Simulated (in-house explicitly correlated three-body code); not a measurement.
Two electrons around a point charge Z = 51.039. Computed variationally in 260 exponentially correlated functions with an in-house code, non-relativistic, converged to about 10⁻⁸ of the energy. Wanted, and plotted below: the bound S and P states that converged, by term and principal number n, on a logarithmic scale of binding.

The ground state is bound by 34.58 keV. The n = 2 states drawn run, from the deepest, 2 ³S (8601 eV), 2 ³P (8549 eV), 2 ¹S (8542 eV), 2 ¹P (8504 eV). Exchange puts 2 ³S below 2 ¹S by 59.1 eV and 2 ³P below 2 ¹P by 45.2 eV. Quantum defects n − (Z − 1)/√(2 E(binding)): 2 ³S 0.010, 2 ³P 0.004, 2 ¹S 0.003, 2 ¹P −0.002.

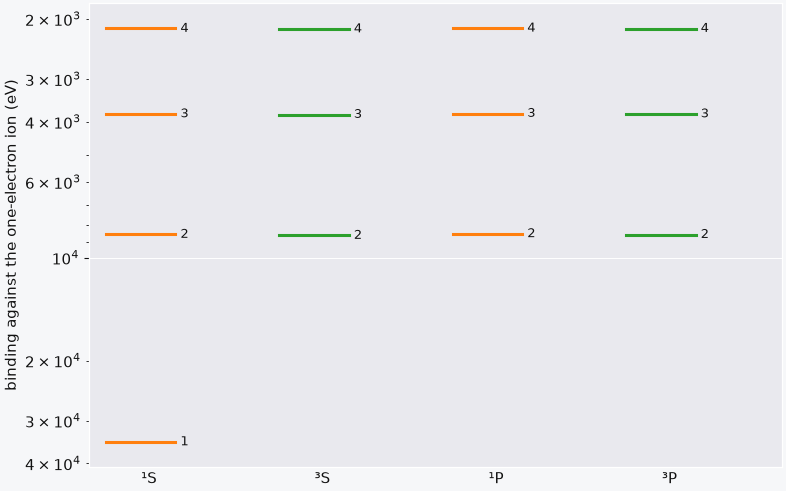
